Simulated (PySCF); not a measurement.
# BH2 (boron dihydride): a chain of runs

Wanted: a series of 20 runs (UPBE0-D4/def2-TZVP, UCCSD(T)/def2-TZVPP, URI-MP2/def2-QZVPP, UPBE-D4/def2-TZVPP, U-r2SCAN-D4/def2-TZVPP, UB3LYP-D4/def2-TZVPP, UPBE0-D4/def2-TZVPP, U-wB97M-V/def2-TZVPP, and more) of BH2. The job is set up through a Python script.

The calculation is run with PySCF 2.14.0.

### 1 The structure to begin with

BH2: 3 atoms, total charge 0, spin state doublet. SMILES: `[BH2]`. All atoms were displaced at random from a relaxed shape. The run starts from this shape.

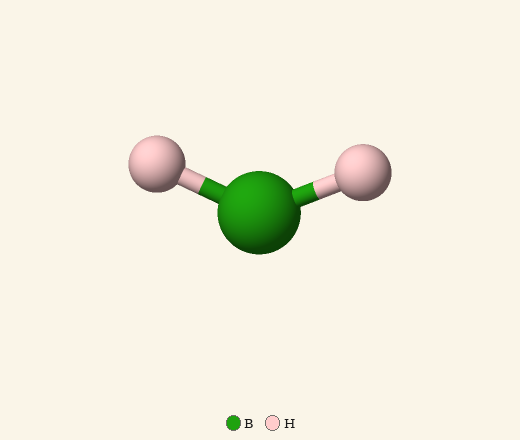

Viewed from a chosen angle; boron green, hydrogen pink.

### 2 A geometry optimisation at UPBE0-D4/def2-TZVP (density fitting with def2-universal-jkfit) (run 1)

The input, mol.xyz:

```xyz
3

B      0.253154    -0.156553     0.076106
H      0.239713     1.027117     0.316131
H     -0.529031    -0.883675    -0.454365
```

The input, job.py:

```python
from pyscf import gto, dft
from pyscf.geomopt.geometric_solver import kernel as optimise

system = gto.M(
    atom='mol.xyz',
    charge=0,
    spin=1,
    max_memory=1860,
    verbose=3,
    basis='def2-tzvp',
)

calc0 = dft.UKS(system)
calc0.xc = 'pbe0'
calc0 = calc0.density_fit(auxbasis='def2-universal-jkfit')
calc0.grids.level = 4
calc0.disp = 'd4'
calc0.conv_tol = 1e-09
calc0.max_cycle = 100
converged, mol_eq = optimise(calc0, maxsteps=100)
print('converged:', converged)
print(mol_eq.tostring())

calc0.reset(mol_eq)
system = mol_eq
calc0.kernel()
e_final = calc0.e_tot
print('E = %.10f Eh' % e_final)
```

Run with:

```console
$ OMP_NUM_THREADS=1 python job.py
```

Output:

```text
maxiter                   100
----------------------------------------------------------
Custom engine selected.
Bonds will be generated from interatomic distances less than 1.20 times sum of covalent radii
9 internal coordinates being used (instead of 9 Cartesians)
Internal coordinate system (atoms numbered from 1):
Distance 1-2
Distance 1-3
Angle 2-1-3
Translation-X 1-3
Translation-Y 1-3
Translation-Z 1-3
Rotation-A 1-3
Rotation-B 1-3
Rotation-C 1-3
> ===== Optimization Info: ====
> Job type: Energy minimization
> Maximum number of optimization cycles: 100
> Initial / maximum trust radius (Angstrom): 0.100 / 0.300
> Convergence Criteria:
> Will converge when all 5 criteria are reached:
>  |Delta-E| < 1.00e-06
>  RMS-Grad  < 3.00e-04
>  Max-Grad  < 4.50e-04
>  RMS-Disp  < 1.20e-03
>  Max-Disp  < 1.80e-03
> === End Optimization Info ===

[... 7 lines left out ...]
WARN: Mole.unit (angstrom) is changed to Bohr
[... 1 line left out ...]
WARN: HOMO -0.144941985979319 >= LUMO -0.144941985979322
[... 1 line left out ...]
converged SCF energy = -25.8945356971859  <S^2> = 0.75204288  2S+1 = 2.0020418
[... 7 lines left out ...]
Step    0 : Gradient = 6.315e-03/8.494e-03 (rms/max) Energy = -25.8945356972
[... 8 lines left out ...]
converged SCF energy = -25.8947835480104  <S^2> = 0.75196851  2S+1 = 2.0019675
[... 16 lines left out ...]
converged SCF energy = -25.8948085286537  <S^2> = 0.75193157  2S+1 = 2.0019306
[... 16 lines left out ...]
converged SCF energy = -25.8948138724528  <S^2> = 0.75191072  2S+1 = 2.0019098
[... 10 lines left out ...]
Geometry optimization cycle 5
Cartesian coordinates (Angstrom)
 Atom        New coordinates             dX        dY        dZ
   B   0.270586  -0.160617   0.083704   -0.000016 -0.000042 -0.000017
   H   0.224125   1.008978   0.304802    0.000053  0.000156  0.000058
   H  -0.530860  -0.861469  -0.450632   -0.000034 -0.000114 -0.000041
converged SCF energy = -25.8948138977366  <S^2> = 0.75191092  2S+1 = 2.00191
--------------- DFUKS_Scanner gradients ---------------
         x                y                z
0 B    -0.0000002447     0.0000063702     0.0000012375
1 H    -0.0000005848    -0.0000083798    -0.0000020489
2 H     0.0000007282     0.0000020055     0.0000008051
----------------------------------------------
cycle 5: E = -25.8948138977  dE = -2.52838e-08  norm(grad) = 1.10513e-05
Step    4 : Displace = 1.272e-04/1.740e-04 (rms/max) Trust = 2.828e-01 (+) Grad = 6.380e-06/8.646e-06 (rms/max) E (change) = -25.8948138977 (-2.528e-08) Quality = 1.075
Hessian Eigenvalues: 5.00000e-02 5.00000e-02 5.00000e-02 ... 8.01529e-02 2.51154e-01 2.69711e-01
Converged! =D

converged: True
B           0.27058556       -0.16061714        0.08370446
H           0.22412498        1.00897820        0.30480216
H          -0.53086017       -0.86146860       -0.45063228

WARN: HOMO -0.149032561854112 >= LUMO -0.14903256185411

converged SCF energy = -25.8948138977442  <S^2> = 0.7519108  2S+1 = 2.0019099
E = -25.8948138977 Eh
```

It took 12 s on 1 thread of Arm Neoverse V1, shared host; peak memory 0.44 GiB.

Steps, from the record of the run:

| step | energy from the first frame kept (eV) | largest force (eV/Å) |
| --- | --- | --- |
| 0 | 0.0000 | 0.4368 |
| 1 | -0.0067 | 0.1020 |
| 2 | -0.0074 | 0.0575 |
| 3 | -0.0076 | 0.0055 |
| 4 | -0.0076 | 0.0004 |

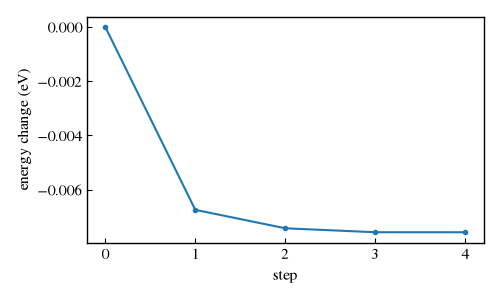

Energy along the run.

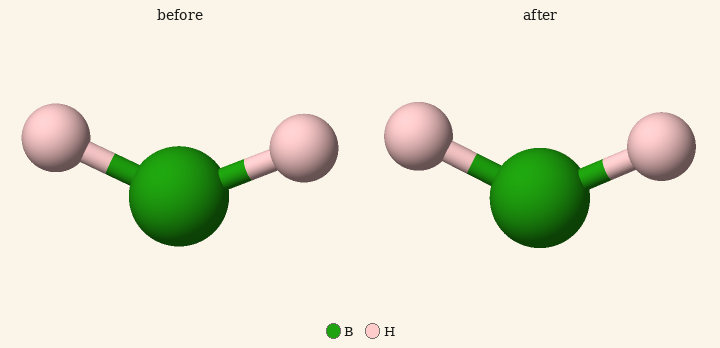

Before and after, at one scale.

After the run. Bond lengths: B1–H2 1.191 Å, B1–H3 1.191 Å. Angles: H2–B1–H3 129.4°.

### 3 Vibrational wavenumbers at UPBE0-D4/def2-TZVP (density fitting with def2-universal-jkfit) (run 2)

The input, mol.xyz:

```xyz
3
BH2
B      0.066628    -0.036835     0.024614
H      0.020174     1.132765     0.245716
H     -0.734818    -0.737678    -0.509720
```

The input, calc.py:

```python
# [BH2]
from pyscf import gto, dft, symm
from pyscf.hessian import thermo

mol = gto.M(
    atom='mol.xyz',
    max_memory=1860,
    verbose=3,
    basis='def2-tzvp',
    spin=1,
)

mf = dft.UKS(mol)
mf.xc = 'pbe0'
mf = mf.density_fit(auxbasis='def2-universal-jkfit')
mf.disp = 'd4'
mf.grids.level = 4
mf.conv_tol = 1e-09
mf.max_cycle = 100
mf.kernel()

etot = mf.e_tot
print('E(%s) = %.9f' % ('PBE0', etot))
hess = mf.Hessian().kernel()
modes = thermo.harmonic_analysis(mol, hess)
thermo.dump_normal_mode(mol, modes)
symm.geom.TOLERANCE = 1e-3  # for the symmetry number
th = thermo.thermo(mf, modes['freq_au'], 298.15, 101325)
thermo.dump_thermo(mol, th)
```

Run with:

```console
$ OMP_NUM_THREADS=1 python calc.py
```

Output:

```text
converged SCF energy = -25.8948138977686  <S^2> = 0.7519108  2S+1 = 2.0019099
E(PBE0) = -25.894813898

WARN: DFTD4 does not support analytical Hessian, using finite difference.

WARN: Mole.unit (angstrom) is changed to Bohr

Mode                                 0                   1                   2
Irrep
Freq [cm^-1]                      979.8717           2585.7985           2756.9870
Reduced mass [au]                   1.1420              1.0340              1.1454
Force const [Dyne/A]                0.6461              4.0735              5.1294
Char temp [K]                    1409.8171           3720.3883           3966.6904
Normal mode                   x     y     z       x     y     z       x     y     z
       0   B                 0.09 -0.05  0.03   -0.04  0.02 -0.02    0.04  0.10  0.04
       1   H                -0.59  0.01 -0.28    0.00 -0.68 -0.14    0.03 -0.64 -0.12
       2   H                -0.38  0.53 -0.08    0.45  0.43  0.31   -0.44 -0.39 -0.29
temperature 298.1500 [K]
pressure 101325.00 [Pa]
Rotational constants [GHz] 1147.53207 216.14170 181.88333
Symmetry number 2
Zero-point energy (ZPE) 0.01440 [Eh]   37817.888 [J/mol]
                           tot       elec      trans        rot        vib
Entropy [J/mol/K]       193.884      5.763    140.567     47.129      0.425
Cv [J/mol/K]             26.623      0.000     12.472     12.472      1.680
Cp [J/mol/K]             34.938      0.000     20.786     12.472      1.680
Internal energy [J/mol]                      3718.434   3718.434  37922.598
Internal energy [Eh]   -25.87754  -25.89481
Enthalpy [J/mol]                             6197.391   3718.434  37922.598
Enthalpy [Eh]          -25.87659
Gibbs free energy [J/mol]                  -35712.666 -10333.147  37795.865
Gibbs free energy [Eh] -25.89861
```

Wall time 18 s (1 thread of Arm Neoverse V1, shared host); peak memory 0.72 GiB.

Run 3 isn't shown in full; the table further down has it.

### 4 A single-point energy at URI-MP2/def2-QZVPP (density fitting with def2-universal-jkfit) (run 4)

The input, calc.py:

```python
from pyscf import gto, scf, mp

mol = gto.M(
    atom=[
    ('B', (0.270586, -0.160617, 0.083704)),
    ('H', (0.224125, 1.008978, 0.304802)),
    ('H', (-0.530860, -0.861469, -0.450632)),
],
    basis='def2-qzvpp',
    verbose=3,
    spin=1,
    max_memory=1860,
)

mf = scf.UHF(mol)
mf = mf.density_fit(auxbasis='def2-universal-jkfit')
mf.conv_tol = 1e-10
mf.kernel()
if not mf.converged:
    mf = mf.newton().run(mf.mo_coeff, mf.mo_occ)

pt = mp.MP2(mf, frozen=1).density_fit().run()
etot = pt.e_tot
print(f'total energy: {etot:.8f} hartree')
```

Run with:

```console
$ OMP_NUM_THREADS=1 python calc.py
```

Output:

```text
converged SCF energy = -25.7621852206456  <S^2> = 0.75385769  2S+1 = 2.003854
E(DFUMP2) = -25.8483085877748  E_corr = -0.0861233671292072
E(SCS-DFUMP2) = -25.8567463810909  E_corr = -0.0945611604453169
total energy: -25.84830859 hartree
```

Run time: 1.1 s. Hardware: 1 thread of Arm Neoverse V1, shared host; peak memory 0.13 GiB.

Runs 5 to 19 aren't shown in full; the table further down has their settings and results.

### 5 The singlet cation: a single-point energy at B3LYP/6-31G(d) (spherical functions) (run 20)

The input, job.py:

```python
from pyscf import gto, dft

mol = gto.M(
    atom='B 0.270586 -0.160617 0.083704; H 0.224125 1.008978 0.304802; H -0.530860 -0.861469 -0.450632',
    max_memory=1860,
    basis='6-31g*',
    spin=0,
    verbose=3,
    charge=1,
)

mf = dft.RKS(mol, xc='b3lyp')
mf.conv_tol = 1e-10
mf.grids.level = 5
mf.kernel()
if not mf.converged:
    mf = mf.newton().run(mf.mo_coeff, mf.mo_occ)

energy = mf.e_tot
print('Final energy', energy)
```

Run with:

```console
$ OMP_NUM_THREADS=1 python job.py
```

Output:

```text
converged SCF energy = -25.6000252272285
Final energy -25.600025227228546
```

Wall time 1.4 s (1 thread of Arm Neoverse V1, shared host); peak memory 0.17 GiB.

### 6 The series

| run | level | task | optimizer | partner | energy (Eh) | dipole moment (D) of the reference | HOMO energy (eV) | LUMO energy (eV) | wall time |
| --- | --- | --- | --- | --- | --- | --- | --- | --- | --- |
| 1 | UPBE0-D4/def2-TZVP (density fitting with def2-universal-jkfit) | optimise | geomeTRIC | base | -25.894814 | 0.50 | -6.16 | -2.33 | 12 s |
| 2 | UPBE0-D4/def2-TZVP (density fitting with def2-universal-jkfit) | frequencies | – | base | -25.894814 | 0.50 | -6.16 | -2.33 | 18 s |
| 3 | UCCSD(T)/def2-TZVPP | energy | – | base | -25.863515 | 0.46 | -9.46 | 1.17 | 6 s |
| 4 | URI-MP2/def2-QZVPP (density fitting with def2-universal-jkfit) | energy | – | base | -25.848309 | 0.46 | -9.47 | 1.01 | 1.1 s |
| 5 | UPBE-D4/def2-TZVPP | energy | – | base | -25.883525 | 0.51 | -4.93 | -3.47 | 4.5 s |
| 6 | U-r2SCAN-D4/def2-TZVPP | energy | – | base | -25.916921 | 0.46 | -5.30 | -3.03 | 11 s |
| 7 | UB3LYP-D4/def2-TZVPP | energy | – | base | -25.947206 | 0.49 | -5.88 | -2.51 | 5.1 s |
| 8 | UPBE0-D4/def2-TZVPP | energy | – | base | -25.895123 | 0.50 | -6.17 | -2.33 | 4.8 s |
| 9 | U-wB97M-V/def2-TZVPP | energy | – | base | -25.910941 | 0.50 | -8.06 | -0.29 | 16 s |
| 10 | UB2PLYP/def2-TZVPP | energy | – | base | -25.907245 | 0.48 | -7.30 | -0.86 | 5.4 s |
| 11 | USVWN5/def2-TZVPP | energy | – | base | -25.608967 | 0.55 | -4.86 | -3.79 | 3.3 s |
| 12 | UM06-2X/def2-TZVPP | energy | – | base | -25.922571 | 0.46 | -7.01 | -1.78 | 12 s |
| 13 | UB3LYP/6-31G* (spherical functions) | energy | – | base | -25.934142 | 0.38 | -5.57 | -2.04 | 2.3 s |
| 14 | UHF/STO-3G | energy | – | base | -25.408386 | 0.13 | -8.01 | 6.56 | 0.62 s |
| 15 | CCSD(T)/def2-TZVPP | energy | – | cation | -25.533560 | – | -23.46 | -7.80 | 2 s |
| 16 | PBE-D4/def2-TZVPP | energy | – | cation | -25.544486 | – | -18.17 | -13.23 | 2.7 s |
| 17 | B3LYP-D4/def2-TZVPP | energy | – | cation | -25.608194 | – | -19.50 | -12.35 | 2.6 s |
| 18 | PBE0-D4/def2-TZVPP | energy | – | cation | -25.556377 | – | -19.68 | -11.96 | 2.7 s |
| 19 | wB97M-V/def2-TZVPP | energy | – | cation | -25.582433 | – | -22.03 | -9.73 | 9.3 s |
| 20 | B3LYP/6-31G* (spherical functions) | energy | – | cation | -25.600025 | – | -19.54 | -12.33 | 1.4 s |

### 7 Summary of results

```
                                                                quantity         value
                                    singlet cation, run 20: total energy  -25.60003 Eh
                                     singlet cation, run 20: HOMO energy     -19.54 eV
                                     singlet cation, run 20: LUMO energy     -12.33 eV
                                   singlet cation, run 20: HOMO–LUMO gap       7.21 eV
 vertical ionisation energy (to the singlet cation), UCCSD(T)/def2-TZVPP      8.979 eV
  vertical ionisation energy (to the singlet cation), UPBE-D4/def2-TZVPP      9.226 eV
vertical ionisation energy (to the singlet cation), UB3LYP-D4/def2-TZVPP      9.225 eV
 vertical ionisation energy (to the singlet cation), UPBE0-D4/def2-TZVPP      9.218 eV
vertical ionisation energy (to the singlet cation), U-wB97M-V/def2-TZVPP      8.939 eV
       vertical ionisation energy (to the singlet cation), UB3LYP/6-31G*      9.092 eV
```

What this shows: At UCCSD(T)/def2-TZVPP: the vertical ionisation energy comes to 8.98 eV (207 kcal/mol). Only the singlet of the ionised species was computed; a triplet could lie lower. At UPBE-D4/def2-TZVPP: removing an electron at fixed nuclei costs 9.23 eV (890 kJ/mol). At UB3LYP-D4/def2-TZVPP: removing an electron at fixed nuclei costs 9.22 eV (213 kcal/mol). At UPBE0-D4/def2-TZVPP: removing an electron at fixed nuclei costs 9.22 eV (213 kcal/mol). At U-wB97M-V/def2-TZVPP: removing an electron at fixed nuclei costs 8.94 eV (206 kcal/mol). Over runs 16, 17, 18, 19, 20 the HOMO–LUMO gap runs from 4.93 eV (PBE-D4/def2-TZVPP) to 12.30 eV (wB97M-V/def2-TZVPP). Totals of different functionals can't be ranked against each other. In run 14 the basis is minimal, so the values are rough. All runs together took 2 min, the longest 18 s.
